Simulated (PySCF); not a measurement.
## C₅H₁₂NPSi₂: geometry relaxation (part 2 of 2)

The same run, continued: C₅H₁₂NPSi₂; PBE0-D3(BJ)/def2-SVP geometry optimisation, gas phase (PySCF 2.14.0). 

Geometry of the input (Å):
```
C  3.5535  -1.2900  0.8409
C  2.3577  -1.0138  0.8790
C  0.9362  -0.7119  0.9132
P  0.2851  -0.3361  -0.7873
C  0.7490  1.3973  -0.9601
C  1.8985  1.9248  -0.5467
N  -1.3877  -0.1565  -0.3246
Si -2.3485  -1.4368  -1.0167
Si -2.0567  1.1801  0.6079
H  4.5555  -1.4860  0.8143
H  0.7483  0.1386  1.5889
H  0.4105  -1.5809  1.2951
H  0.0230  2.0097  -1.5365
H  2.1505  2.9500  -0.7355
H  2.6212  1.3269  0.0038
H  -3.6530  -1.3999  -0.3155
H  -2.5147  -1.2013  -2.4515
H  -1.6671  -2.6961  -0.7626
H  -2.7494  2.0888  -0.3154
H  -3.0049  0.6037  1.5685
H  -0.9780  1.8662  1.2638
```

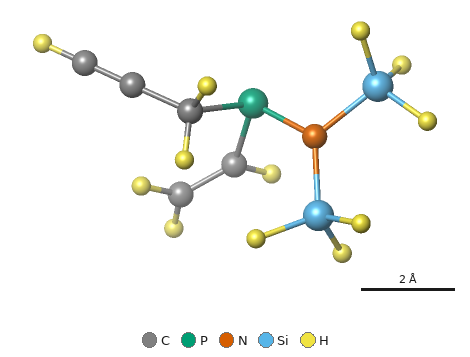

The geometry at step 10 of the log (ball-and-stick view, seen at a tilt).

Trajectory as extended XYZ, continued
```
21
Properties=species:S:1:pos:R:3:forces:R:3 step=6 energy=-31882.08216
C     3.6740   -1.2055    0.8104    0.1275   0.0019  -0.0301
C     2.4940   -0.9518    0.9107   -0.0246  -0.0169   0.0141
C     1.0784   -0.6544    0.9968   -0.0192  -0.0046   0.0093
P     0.2957   -0.4264   -0.6894    0.0089   0.0285  -0.0175
C     0.7386    1.2966   -1.0648    0.0021   0.0051  -0.0054
C     1.7525    2.0089   -0.5627   -0.0070   0.0029  -0.0065
N    -1.3863   -0.2585   -0.2692   -0.0213   0.0036   0.0434
Si   -2.4241   -1.4263   -1.0804    0.0103   0.0023   0.0112
Si   -2.0420    1.0622    0.6962    0.0290  -0.0154  -0.0194
H     4.7228   -1.4284    0.7207   -0.0781   0.0107   0.0126
H     0.8988    0.2352    1.6242   -0.0144  -0.0034   0.0018
H     0.5382   -1.5002    1.4554   -0.0019   0.0159  -0.0170
H     0.1232    1.7306   -1.8644   -0.0009  -0.0045  -0.0094
H     1.9652    3.0178   -0.9298    0.0009  -0.0057   0.0057
H     2.4185    1.6174    0.2120    0.0069  -0.0036   0.0064
H    -3.7964   -1.2615   -0.5132   -0.0084   0.0032   0.0040
H    -2.4828   -1.1938   -2.5553    0.0058  -0.0028  -0.0062
H    -1.9375   -2.8161   -0.8368   -0.0051  -0.0136   0.0057
H    -2.5871    2.1643   -0.1548   -0.0009   0.0120  -0.0091
H    -3.1481    0.5429    1.5540   -0.0120  -0.0083  -0.0047
H    -0.9664    1.6225    1.5625    0.0025  -0.0075   0.0113
21
Properties=species:S:1:pos:R:3:forces:R:3 step=7 energy=-31882.08488
C     3.6861   -1.1810    0.7904   -0.0358   0.0581  -0.0315
C     2.5025   -0.9418    0.8942    0.0298  -0.0400   0.0399
C     1.0824   -0.6627    0.9894    0.0497   0.0092  -0.0127
P     0.2941   -0.4354   -0.6929   -0.0001   0.0179  -0.0124
C     0.7343    1.2884   -1.0718   -0.0040   0.0014  -0.0009
C     1.7274    2.0119   -0.5452    0.0139  -0.0039   0.0002
N    -1.3854   -0.2691   -0.2593   -0.0136   0.0095   0.0008
Si   -2.4288   -1.4337   -1.0674    0.0004  -0.0091   0.0158
Si   -2.0301    1.0638    0.6945    0.0031  -0.0051  -0.0107
H     4.7370   -1.3813    0.6924   -0.0128  -0.0163   0.0117
H     0.8937    0.2218    1.6216   -0.0062  -0.0095   0.0029
H     0.5544   -1.5165    1.4458   -0.0096   0.0006  -0.0137
H     0.1388    1.7115   -1.8923   -0.0024  -0.0035   0.0031
H     1.9456    3.0206   -0.9094   -0.0095  -0.0017  -0.0090
H     2.3751    1.6289    0.2492   -0.0002  -0.0006   0.0060
H    -3.8074   -1.2369   -0.5250    0.0009  -0.0012  -0.0001
H    -2.4589   -1.2247   -2.5470    0.0056  -0.0033   0.0015
H    -1.9709   -2.8285   -0.7932   -0.0062  -0.0014   0.0015
H    -2.5384    2.1789   -0.1639    0.0069   0.0016   0.0033
H    -3.1616    0.5603    1.5291   -0.0057   0.0032  -0.0069
H    -0.9605    1.6009    1.5831   -0.0040  -0.0058   0.0113
21
Properties=species:S:1:pos:R:3:forces:R:3 step=8 energy=-31882.08793
C     3.7017   -1.1435    0.7615   -0.1039   0.0694  -0.0253
C     2.5135   -0.9318    0.8746    0.0307  -0.0355   0.0459
C     1.0886   -0.6794    0.9794    0.0763   0.0244  -0.0289
P     0.2913   -0.4430   -0.6967   -0.0136   0.0182   0.0021
C     0.7267    1.2830   -1.0741   -0.0046  -0.0048   0.0015
C     1.7014    2.0168   -0.5281    0.0255  -0.0060   0.0084
N    -1.3853   -0.2784   -0.2465    0.0049   0.0113  -0.0401
Si   -2.4302   -1.4469   -1.0463   -0.0152  -0.0198   0.0210
Si   -2.0213    1.0704    0.6894   -0.0113  -0.0026  -0.0016
H     4.7552   -1.3171    0.6550    0.0372  -0.0303   0.0076
H     0.8861    0.1921    1.6251   -0.0027  -0.0071   0.0045
H     0.5760   -1.5480    1.4240   -0.0130  -0.0120  -0.0046
H     0.1468    1.6974   -1.9101   -0.0040  -0.0030   0.0091
H     1.9218    3.0255   -0.8908   -0.0174   0.0015  -0.0152
H     2.3339    1.6423    0.2824   -0.0020  -0.0014   0.0036
H    -3.8161   -1.2164   -0.5366    0.0024  -0.0052  -0.0025
H    -2.4254   -1.2739   -2.5309    0.0041  -0.0021   0.0056
H    -2.0025   -2.8429   -0.7294   -0.0032   0.0064  -0.0022
H    -2.4763    2.2007   -0.1798    0.0137  -0.0048   0.0091
H    -3.1896    0.5904    1.4867   -0.0001   0.0084  -0.0081
H    -0.9671    1.5785    1.6132   -0.0038  -0.0052   0.0103
21
Properties=species:S:1:pos:R:3:forces:R:3 step=9 energy=-31882.09152
C     3.7220   -1.0842    0.7284   -0.1273   0.0459  -0.0079
C     2.5285   -0.9132    0.8527    0.0330  -0.0170   0.0293
C     1.0982   -0.6990    0.9638    0.0593   0.0266  -0.0267
P     0.2898   -0.4505   -0.7047   -0.0158  -0.0014   0.0117
C     0.7139    1.2792   -1.0761   -0.0023  -0.0068   0.0035
C     1.6679    2.0262   -0.5115    0.0215  -0.0005   0.0091
N    -1.3835   -0.2924   -0.2353    0.0045   0.0116  -0.0785
Si   -2.4339   -1.4689   -1.0161   -0.0186  -0.0266   0.0255
Si   -2.0060    1.0745    0.6816   -0.0181   0.0087   0.0163
H     4.7788   -1.2284    0.6163    0.0626  -0.0271   0.0016
H     0.8727    0.1512    1.6300    0.0049  -0.0028   0.0006
H     0.6061   -1.5896    1.3874   -0.0070  -0.0171   0.0087
H     0.1468    1.6848   -1.9250   -0.0056   0.0017   0.0124
H     1.8820    3.0368   -0.8726   -0.0131   0.0030  -0.0130
H     2.2880    1.6620    0.3131   -0.0040  -0.0014  -0.0004
H    -3.8258   -1.1984   -0.5444    0.0056  -0.0071  -0.0036
H    -2.3911   -1.3464   -2.5049    0.0006   0.0004   0.0058
H    -2.0423   -2.8625   -0.6445    0.0039   0.0095  -0.0053
H    -2.3746    2.2307   -0.1944    0.0171  -0.0077   0.0115
H    -3.2287    0.6314    1.4161    0.0042   0.0088  -0.0066
H    -0.9797    1.5323    1.6622   -0.0054  -0.0006   0.0059
21
Properties=species:S:1:pos:R:3:forces:R:3 step=10 energy=-31882.09370
C     3.7301   -1.0554    0.7144   -0.0639   0.0044   0.0064
C     2.5350   -0.9030    0.8442    0.0097   0.0080   0.0008
C     1.1032   -0.7042    0.9541    0.0131   0.0073  -0.0101
P     0.2896   -0.4491   -0.7116   -0.0073  -0.0109   0.0104
C     0.7050    1.2839   -1.0752   -0.0004  -0.0028   0.0060
C     1.6549    2.0342   -0.5081    0.0073   0.0021   0.0049
N    -1.3831   -0.2967   -0.2366   -0.0071   0.0156  -0.0702
Si   -2.4334   -1.4861   -0.9984   -0.0054  -0.0227   0.0224
Si   -2.0001    1.0763    0.6753   -0.0083   0.0067   0.0207
H     4.7882   -1.1950    0.6046    0.0428  -0.0100  -0.0025
H     0.8663    0.1345    1.6306    0.0081   0.0038  -0.0021
H     0.6193   -1.6052    1.3659   -0.0002  -0.0093   0.0133
H     0.1343    1.6901   -1.9213   -0.0031   0.0030   0.0080
H     1.8605    3.0475   -0.8666   -0.0047   0.0021  -0.0059
H     2.2771    1.6710    0.3154   -0.0017   0.0003  -0.0036
H    -3.8269   -1.2082   -0.5370    0.0045  -0.0049  -0.0013
H    -2.3829   -1.3905   -2.4886   -0.0022   0.0012   0.0026
H    -2.0449   -2.8736   -0.6014    0.0066   0.0060  -0.0039
H    -2.3165    2.2489   -0.1983    0.0138  -0.0042   0.0067
H    -3.2527    0.6537    1.3697    0.0030   0.0034  -0.0053
H    -0.9940    1.5027    1.6909   -0.0044   0.0008   0.0028
21
Properties=species:S:1:pos:R:3:forces:R:3 step=11 energy=-31882.09562
C     3.7314   -1.0424    0.7063    0.0408  -0.0464   0.0209
C     2.5366   -0.8944    0.8392   -0.0182   0.0336  -0.0342
C     1.1052   -0.6979    0.9449   -0.0480  -0.0244   0.0177
P     0.2892   -0.4398   -0.7200    0.0137  -0.0133   0.0031
C     0.6954    1.2967   -1.0737   -0.0019   0.0049   0.0068
C     1.6499    2.0462   -0.5131   -0.0102   0.0008  -0.0049
N    -1.3845   -0.2947   -0.2469   -0.0231   0.0204  -0.0308
Si   -2.4266   -1.5087   -0.9816    0.0137  -0.0108   0.0126
Si   -1.9999    1.0770    0.6695    0.0090  -0.0045   0.0147
H     4.7899   -1.1938    0.6030   -0.0037   0.0172  -0.0068
H     0.8641    0.1359    1.6258    0.0095   0.0097  -0.0050
H     0.6228   -1.6027    1.3518    0.0071   0.0067   0.0112
H     0.1114    1.7084   -1.9078    0.0001   0.0037  -0.0010
H     1.8438    3.0631   -0.8682    0.0069   0.0001   0.0045
H     2.2840    1.6796    0.2996    0.0013   0.0032  -0.0039
H    -3.8203   -1.2459   -0.5139    0.0003  -0.0007   0.0029
H    -2.3869   -1.4343   -2.4732   -0.0047   0.0011  -0.0017
H    -2.0144   -2.8843   -0.5687    0.0063  -0.0015   0.0001
H    -2.2660    2.2687   -0.1931    0.0060   0.0038  -0.0026
H    -3.2792    0.6689    1.3214   -0.0025  -0.0036  -0.0040
H    -1.0166    1.4700    1.7208   -0.0023   0.0001   0.0005
21
Properties=species:S:1:pos:R:3:forces:R:3 step=12 energy=-31882.09656
C     3.7290   -1.0459    0.6987    0.0724  -0.0592   0.0246
C     2.5354   -0.8903    0.8332   -0.0194   0.0352  -0.0431
C     1.1052   -0.6871    0.9398   -0.0613  -0.0313   0.0300
P     0.2878   -0.4302   -0.7252    0.0245  -0.0071  -0.0054
C     0.6888    1.3084   -1.0739   -0.0038   0.0077   0.0063
C     1.6469    2.0570   -0.5179   -0.0137  -0.0025  -0.0091
N    -1.3871   -0.2898   -0.2558   -0.0212   0.0176  -0.0031
Si   -2.4165   -1.5272   -0.9689    0.0148  -0.0024   0.0061
Si   -2.0041    1.0778    0.6661    0.0136  -0.0108   0.0045
H     4.7865   -1.2087    0.5970   -0.0271   0.0284  -0.0082
H     0.8688    0.1497    1.6185    0.0081   0.0094  -0.0042
H     0.6206   -1.5890    1.3513    0.0071   0.0137   0.0045
H     0.0968    1.7237   -1.9004    0.0014   0.0020  -0.0045
H     1.8355    3.0757   -0.8706    0.0092  -0.0009   0.0074
H     2.2888    1.6876    0.2874    0.0025   0.0035  -0.0016
H    -3.8101   -1.2853   -0.4909   -0.0020   0.0001   0.0048
H    -2.3910   -1.4666   -2.4613   -0.0049   0.0009  -0.0025
H    -1.9753   -2.8911   -0.5474    0.0040  -0.0051   0.0019
H    -2.2360    2.2835   -0.1860    0.0007   0.0061  -0.0060
H    -3.3012    0.6761    1.2853   -0.0054  -0.0045  -0.0029
H    -1.0397    1.4472    1.7434    0.0003  -0.0010   0.0007
21
Properties=species:S:1:pos:R:3:forces:R:3 step=13 energy=-31882.09721
C     3.7246   -1.0535    0.6854    0.0516  -0.0438   0.0211
C     2.5327   -0.8858    0.8216   -0.0064   0.0212  -0.0314
C     1.1039   -0.6730    0.9333   -0.0358  -0.0205   0.0268
P     0.2863   -0.4180   -0.7321    0.0211   0.0012  -0.0107
C     0.6818    1.3233   -1.0750   -0.0045   0.0051   0.0045
C     1.6421    2.0700   -0.5203   -0.0079  -0.0032  -0.0081
N    -1.3903   -0.2838   -0.2663   -0.0095   0.0069   0.0148
Si   -2.4025   -1.5514   -0.9502    0.0071   0.0047   0.0008
Si   -2.0101    1.0790    0.6602    0.0078  -0.0089  -0.0050
H     4.7808   -1.2232    0.5811   -0.0280   0.0256  -0.0079
H     0.8768    0.1703    1.6072    0.0038   0.0042  -0.0021
H     0.6160   -1.5691    1.3534    0.0024   0.0116  -0.0032
H     0.0851    1.7421   -1.8962    0.0017  -0.0005  -0.0052
H     1.8287    3.0906   -0.8686    0.0057  -0.0011   0.0048
H     2.2891    1.6972    0.2794    0.0020   0.0020   0.0006
H    -3.7945   -1.3362   -0.4556   -0.0016  -0.0008   0.0048
H    -2.3985   -1.5090   -2.4435   -0.0032   0.0005  -0.0016
H    -1.9232   -2.8994   -0.5183    0.0009  -0.0049   0.0018
H    -2.2025    2.2996   -0.1801   -0.0035   0.0038  -0.0051
H    -3.3275    0.6842    1.2396   -0.0049  -0.0016  -0.0012
H    -1.0694    1.4217    1.7673    0.0011  -0.0015   0.0016
21
Properties=species:S:1:pos:R:3:forces:R:3 step=14 energy=-31882.09738
C     3.7231   -1.0566    0.6764    0.0134  -0.0165   0.0122
C     2.5318   -0.8836    0.8133    0.0001   0.0068  -0.0121
C     1.1035   -0.6670    0.9300   -0.0047  -0.0049   0.0109
P     0.2859   -0.4122   -0.7355    0.0059   0.0031  -0.0079
C     0.6793    1.3303   -1.0758   -0.0039   0.0001   0.0029
C     1.6395    2.0757   -0.5193   -0.0007  -0.0015  -0.0033
N    -1.3916   -0.2817   -0.2700    0.0038   0.0000   0.0139
Si   -2.3956   -1.5638   -0.9383    0.0001   0.0040  -0.0010
Si   -2.0142    1.0796    0.6559    0.0007  -0.0023  -0.0069
H     4.7788   -1.2226    0.5668   -0.0102   0.0117  -0.0053
H     0.8821    0.1797    1.6016    0.0000   0.0003  -0.0001
H     0.6142   -1.5599    1.3542   -0.0010   0.0039  -0.0041
H     0.0839    1.7499   -1.8976    0.0009  -0.0012  -0.0024
H     1.8280    3.0968   -0.8651    0.0008  -0.0004   0.0001
H     2.2858    1.7014    0.2802    0.0002   0.0005   0.0009
H    -3.7858   -1.3614   -0.4330   -0.0001  -0.0018   0.0030
H    -2.4047   -1.5307   -2.4318   -0.0017   0.0000  -0.0002
H    -1.8979   -2.9039   -0.5020    0.0001  -0.0020   0.0003
H    -2.1914    2.3048   -0.1812   -0.0029   0.0006  -0.0019
H    -3.3402    0.6872    1.2175   -0.0017   0.0008   0.0001
H    -1.0852    1.4135    1.7758    0.0009  -0.0010   0.0009
```

Summary

```json
{"quantity": "outcome", "value": "converged"}
{"quantity": "total energy", "value": "−1171.645478 hartree"}
{"quantity": "dipole moment", "value": "1.16 D"}
{"quantity": "point group", "value": "C1"}
{"quantity": "hardware", "value": "1 CPU thread, shared host"}
{"quantity": "wall time", "value": "5.8 min"}
{"quantity": "peak memory", "value": "0.88 GiB"}
```
